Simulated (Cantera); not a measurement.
Feed: 1 mol HMDSO, 2.2 mol NO, 130 mol N2, equilibrated at 0.00270 bar.

Equilibrium computed with Cantera from the NASA thermochemical tables; the gas is ideal and each condensed phase is pure. Candidate condensed phases: C, C6H6, C7H8, C8H18, H2O, Si, SiC, SiO2, Si2N2O, Si3N4; 151 gas species. The feed counts by its element totals alone. The tables' values for SiN are old estimates; treat these amounts as uncertain. Rates play no part.

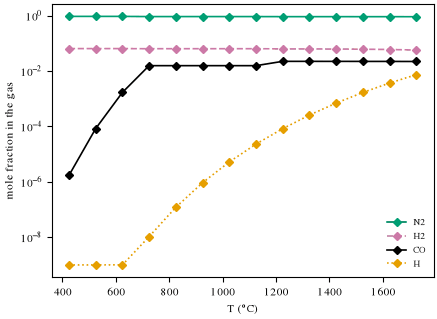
Figure. Equilibrium gas composition (values under 1e-9 drawn at 1e-9)

From 425 °C to 525 °C the condensed part is C(graphite) + SiO2(α-quartz) + Si2N2O(s). At 625 °C the condensed part is C(graphite) + SiO2(β-quartz) + Si2N2O(s). From 725 °C to 1125 °C the condensed part is C(graphite) + Si2N2O(s). From 1225 °C to 1725 °C the condensed part is C(graphite) + SiC(s).
